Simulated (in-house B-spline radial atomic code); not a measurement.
# Zr⁺: a fraction of an electron removed from 4p

How does the LC-ωPBE energy of Zr⁺ change when part of an electron is removed from 4p?

The numbers are computed with in-house B-spline radial atomic code version 1 (scalar-relativistic (spin-free one-electron X2C) LC-wPBE, spin-polarised, spherical fractional occupations, Fermi nucleus, basis-set limit), except any that are marked as measured or tabulated.

### Step 1. What is computed

* element: zirconium (Z = 40)
* charge: +1
* electrons: 39
* configuration: [Kr] 4d2 5s1
* Hamiltonian: scalar-relativistic (X2C)
* nucleus: Fermi, rms radius 4.269 fm

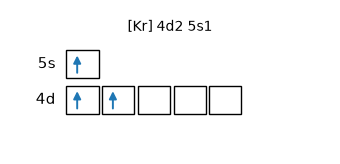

Outer shells as boxes.

Where spins are not typed, each open shell is filled with up spins first.

### Step 2. The start, at fraction 0

Settings, as recorded:

```ini
Z = 40
electrons = 39.0
configuration = [Kr] 4d2 5s1
hamiltonian = x2c
method = lc_wpbe
spin_polarised = True
nucleus = fermi
rms_radius = 4.2694
mass_number = 90
atomic_mass = 89.904698755
speed_of_light = 137.035999084
```

Results of the run (chosen fields of its result record, rounded):

```text
{
  "status": "converged",
  "scf [iteration, energy, orbital gradient]": [
    [1, -3595.28677529, 0.416],
    [2, -3596.59420626, 0.165],
    [3, -3597.4357335, 0.0262],
    [4, -3597.46817789, 0.0076],
    [5, -3597.47091262, 0.00406],
    [6, -3597.47127728, 0.000975],
    [7, -3597.47130416, 0.000194],
    [8, -3597.47130541, 6.96e-05],
    [9, -3597.4713055, 6.91e-06],
    [10, -3597.47130551, 7.1e-07],
    [11, -3597.47130551, 1.05e-07]
  ],
  "energy [hartree]": {"total": -3597.47130551, "kinetic": 3717.61740934, "nuclear": -8672.82636004, "coulomb": 1472.01195102, "exact_exchange": -8.19385305151, "xc": -106.080452765},
  "orbitals [hartree, bohr; first row names the columns]": [
    ["name", "occ", "eps", "<r>", "<r^2>", "<1/r>", "r_max"],
    ["1s up", 1.0, -654.6354, 0.036589, 0.0018166, 42.503, 0.023578],
    ["1s down", 1.0, -654.63512, 0.036589, 0.0018166, 42.502, 0.023578],
    ["2s up", 1.0, -91.131777, 0.16221, 0.031083, 9.4731, 0.13689],
    ["2s down", 1.0, -91.125878, 0.1622, 0.031081, 9.4734, 0.13688],
    ["2p up", 3.0, -81.320882, 0.14153, 0.024501, 9.0363, 0.10929],
    ["2p down", 3.0, -81.316595, 0.14153, 0.0245, 9.0366, 0.10929],
    ["3s up", 1.0, -15.349192, 0.45822, 0.24089, 3.1834, 0.40833],
    ["3s down", 1.0, -15.345756, 0.45824, 0.2409, 3.183, 0.40838],
    ["3p up", 3.0, -12.148829, 0.46196, 0.24881, 2.9887, 0.40242],
    ["3p down", 3.0, -12.145042, 0.46195, 0.24877, 2.9885, 0.40247],
    ["3d up", 5.0, -6.8905321, 0.45266, 0.24791, 2.7392, 0.34777],
    ["3d down", 5.0, -6.8848798, 0.45262, 0.24781, 2.739, 0.34787],
    ["4s up", 1.0, -2.5019709, 1.2196, 1.6879, 1.1154, 1.0824],
    ["4s down", 1.0, -2.4621461, 1.2141, 1.6727, 1.1215, 1.0792],
    ["4p up", 3.0, -1.6654725, 1.3775, 2.1821, 0.97109, 1.1839],
    ["4p down", 3.0, -1.6083492, 1.3581, 2.1148, 0.98504, 1.1759],
    ["4d up", 2.0, -0.36130111, 2.1766, 5.7783, 0.6161, 1.5991],
    ["5s up", 1.0, -0.4850689, 3.3609, 12.739, 0.38364, 2.9698]
  ],
  "sum_r [bohr^k]": {"-1": 219.5801, "1": 27.81595, "2": 45.21255}
}
```

Run time: 2.5 s. Hardware: 1 thread, shared host.

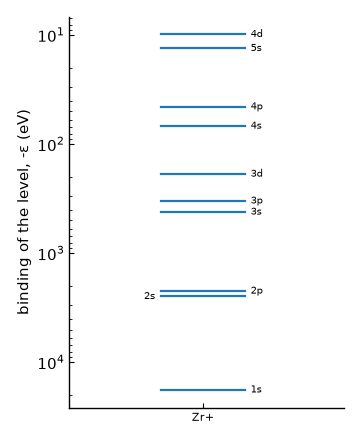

Orbital energies of this run on a logarithmic scale (up spins).

### Step 3. 0.12 electron removed from 4p

Settings: those of step 2 with these lines changed.

```diff
@@ -1,4 +1,4 @@
 Z = 40
-electrons = 39.0
-configuration = [Kr] 4d2 5s1
+electrons = 38.88
+configuration = [Ar] 3d10 4s2 4p5.88 4d2 5s1
 hamiltonian = x2c
```

Main fields:

```text
{
  "status": "converged",
  "iterations": 11,
  "energy [hartree]": {"total": -3597.27625321, "kinetic": 3717.44168447, "nuclear": -8670.23802933, "coulomb": 1469.7182998, "exact_exchange": -8.15129620726, "xc": -106.046911933},
  "orbitals [hartree, bohr; first row names the columns]": [
    ["name", "occ", "eps", "<r>"],
    ["1s up", 1.0, -654.70048, 0.036589],
    ["1s down", 1.0, -654.69956, 0.036589],
    ["2s up", 1.0, -91.194548, 0.16221],
    ["2s down", 1.0, -91.188023, 0.1622],
    ["2p up", 3.0, -81.384001, 0.14153],
    ["2p down", 3.0, -81.37891, 0.14152],
    ["3s up", 1.0, -15.411061, 0.45821],
    ["3s down", 1.0, -15.406747, 0.45822],
    ["3p up", 3.0, -12.210736, 0.46195],
    ["3p down", 3.0, -12.205977, 0.46193],
    ["3d up", 5.0, -6.952416, 0.45263],
    ["3d down", 5.0, -6.9456216, 0.45255],
    ["4s up", 1.0, -2.5595259, 1.2176],
    ["4s down", 1.0, -2.5112983, 1.2121],
    ["4p up", 3.0, -1.7212705, 1.3732],
    ["4p down", 2.88, -1.6426582, 1.3554],
    ["4d up", 2.0, -0.40744106, 2.1247],
    ["5s up", 1.0, -0.51891976, 3.3093]
  ],
  "sum_r [bohr^k]": {"-1": 219.5155, "1": 27.47221, "2": 43.86741},
  "energy_minus_base [hartree]": 0.195052297
}
```

Run time: 2.4 s. Hardware: 1 thread, shared host.

energy_minus_base is the energy less that of the reference run.

### Step 4. 0.19 electron removed from 4p

Settings: those of step 3 with these lines changed.

```diff
@@ -1,4 +1,4 @@
 Z = 40
-electrons = 38.88
-configuration = [Ar] 3d10 4s2 4p5.88 4d2 5s1
+electrons = 38.81
+configuration = [Ar] 3d10 4s2 4p5.81 4d2 5s1
 hamiltonian = x2c
```

Main fields:

```text
{
  "status": "converged",
  "iterations": 11,
  "energy [hartree]": {"total": -3597.16054921, "kinetic": 3717.33673789, "nuclear": -8668.70101896, "coulomb": 1468.35797384, "exact_exchange": -8.12717797644, "xc": -106.027063995},
  "orbitals [hartree, bohr; first row names the columns]": [
    ["name", "occ", "eps", "<r>"],
    ["1s up", 1.0, -654.73913, 0.036589],
    ["1s down", 1.0, -654.73784, 0.036589],
    ["2s up", 1.0, -91.231847, 0.16221],
    ["2s down", 1.0, -91.224956, 0.1622],
    ["2p up", 3.0, -81.421504, 0.14153],
    ["2p down", 3.0, -81.415943, 0.14152],
    ["3s up", 1.0, -15.447818, 0.4582],
    ["3s down", 1.0, -15.442989, 0.45822],
    ["3p up", 3.0, -12.247516, 0.46194],
    ["3p down", 3.0, -12.242185, 0.46192],
    ["3d up", 5.0, -6.9891825, 0.45261],
    ["3d down", 5.0, -6.981719, 0.45251],
    ["4s up", 1.0, -2.5936892, 1.2164],
    ["4s down", 1.0, -2.5405499, 1.2109],
    ["4p up", 3.0, -1.7543789, 1.3707],
    ["4p down", 2.81, -1.6632214, 1.3537],
    ["4d up", 2.0, -0.43496344, 2.097],
    ["5s up", 1.0, -0.53905289, 3.2803]
  ],
  "sum_r [bohr^k]": {"-1": 219.4771, "1": 27.27816, "2": 43.13415},
  "energy_minus_base [hartree]": 0.310756295
}
```

Run time: 2.3 s. Hardware: 1 thread, shared host.

### Step 5. 0.34 electron removed from 4p

Settings: those of step 4 with these lines changed.

```diff
@@ -1,4 +1,4 @@
 Z = 40
-electrons = 38.81
-configuration = [Ar] 3d10 4s2 4p5.81 4d2 5s1
+electrons = 38.66
+configuration = [Ar] 3d10 4s2 4p5.66 4d2 5s1
 hamiltonian = x2c
```

Main fields:

```text
{
  "status": "converged",
  "iterations": 11,
  "energy [hartree]": {"total": -3596.90768867, "kinetic": 3717.10565501, "nuclear": -8665.34481248, "coulomb": 1465.39265903, "exact_exchange": -8.0772823826, "xc": -105.983907858},
  "orbitals [hartree, bohr; first row names the columns]": [
    ["name", "occ", "eps", "<r>"],
    ["1s up", 1.0, -654.82353, 0.036589],
    ["1s down", 1.0, -654.82142, 0.036589],
    ["2s up", 1.0, -91.313339, 0.16221],
    ["2s down", 1.0, -91.305669, 0.1622],
    ["2p up", 3.0, -81.503439, 0.14153],
    ["2p down", 3.0, -81.496868, 0.14152],
    ["3s up", 1.0, -15.528112, 0.45818],
    ["3s down", 1.0, -15.522168, 0.4582],
    ["3p up", 3.0, -12.327859, 0.46192],
    ["3p down", 3.0, -12.321293, 0.46189],
    ["3d up", 5.0, -7.0694975, 0.45257],
    ["3d down", 5.0, -7.0605921, 0.45242],
    ["4s up", 1.0, -2.6682326, 1.2138],
    ["4s down", 1.0, -2.6045329, 1.2083],
    ["4p up", 3.0, -1.8265956, 1.3653],
    ["4p down", 2.66, -1.7085132, 1.3502],
    ["4d up", 2.0, -0.49534189, 2.0431],
    ["5s up", 1.0, -0.58309644, 3.2209]
  ],
  "sum_r [bohr^k]": {"-1": 219.3932, "1": 26.87628, "2": 41.67047},
  "energy_minus_base [hartree]": 0.563616832
}
```

Wall time 2.3 s (1 thread, shared host).

### Step 6. 0.49 electron removed from 4p

Settings: those of step 5 with these lines changed.

```diff
@@ -1,4 +1,4 @@
 Z = 40
-electrons = 38.66
-configuration = [Ar] 3d10 4s2 4p5.66 4d2 5s1
+electrons = 38.51
+configuration = [Ar] 3d10 4s2 4p5.51 4d2 5s1
 hamiltonian = x2c
```

Main fields:

```text
{
  "status": "converged",
  "iterations": 11,
  "energy [hartree]": {"total": -3596.64791571, "kinetic": 3716.86591093, "nuclear": -8661.90901719, "coulomb": 1462.36505785, "exact_exchange": -8.02986417733, "xc": -105.940003114},
  "orbitals [hartree, bohr; first row names the columns]": [
    ["name", "occ", "eps", "<r>"],
    ["1s up", 1.0, -654.90993, 0.036589],
    ["1s down", 1.0, -654.907, 0.036589],
    ["2s up", 1.0, -91.396816, 0.16221],
    ["2s down", 1.0, -91.388367, 0.1622],
    ["2p up", 3.0, -81.587364, 0.14153],
    ["2p down", 3.0, -81.57978, 0.14152],
    ["3s up", 1.0, -15.610336, 0.45817],
    ["3s down", 1.0, -15.603264, 0.45818],
    ["3p up", 3.0, -12.410131, 0.46189],
    ["3p down", 3.0, -12.402316, 0.46186],
    ["3d up", 5.0, -7.151744, 0.45252],
    ["3d down", 5.0, -7.1413841, 0.45233],
    ["4s up", 1.0, -2.7444443, 1.2112],
    ["4s down", 1.0, -2.6701221, 1.2056],
    ["4p up", 3.0, -1.9004004, 1.3599],
    ["4p down", 2.51, -1.7553129, 1.3466],
    ["4d up", 2.0, -0.55749855, 1.9954],
    ["5s up", 1.0, -0.62829526, 3.165]
  ],
  "sum_r [bohr^k]": {"-1": 219.3074, "1": 26.49091, "2": 40.33079},
  "energy_minus_base [hartree]": 0.823389799
}
```

Wall time 2.3 s (1 thread, shared host).

### Step 7. 0.5 electron removed from 4p

Settings: those of step 6 with these lines changed.

```diff
@@ -1,4 +1,4 @@
 Z = 40
-electrons = 38.51
-configuration = [Ar] 3d10 4s2 4p5.51 4d2 5s1
+electrons = 38.5
+configuration = [Ar] 3d10 4s2 4p5.5 4d2 5s1
 hamiltonian = x2c
```

Main fields:

```text
{
  "status": "converged",
  "iterations": 11,
  "energy [hartree]": {"total": -3596.63034673, "kinetic": 3716.8496141, "nuclear": -8661.67728491, "coulomb": 1462.16116911, "exact_exchange": -8.02679215793, "xc": -105.93705287},
  "orbitals [hartree, bohr; first row names the columns]": [
    ["name", "occ", "eps", "<r>"],
    ["1s up", 1.0, -654.91576, 0.036589],
    ["1s down", 1.0, -654.91277, 0.036589],
    ["2s up", 1.0, -91.402447, 0.16221],
    ["2s down", 1.0, -91.393947, 0.1622],
    ["2p up", 3.0, -81.593026, 0.14153],
    ["2p down", 3.0, -81.585374, 0.14152],
    ["3s up", 1.0, -15.615883, 0.45817],
    ["3s down", 1.0, -15.608735, 0.45817],
    ["3p up", 3.0, -12.415681, 0.46189],
    ["3p down", 3.0, -12.407781, 0.46186],
    ["3d up", 5.0, -7.1572917, 0.45252],
    ["3d down", 5.0, -7.1468344, 0.45232],
    ["4s up", 1.0, -2.7495804, 1.211],
    ["4s down", 1.0, -2.6745476, 1.2054],
    ["4p up", 3.0, -1.9053734, 1.3595],
    ["4p down", 2.5, -1.7584823, 1.3464],
    ["4d up", 2.0, -0.56170202, 1.9924],
    ["5s up", 1.0, -0.63134766, 3.1613]
  ],
  "sum_r [bohr^k]": {"-1": 219.3016, "1": 26.46574, "2": 40.24533},
  "energy_minus_base [hartree]": 0.840958772
}
```

It took 2.4 s on 1 thread, shared host.

(Part 1 of 2 ends here.)
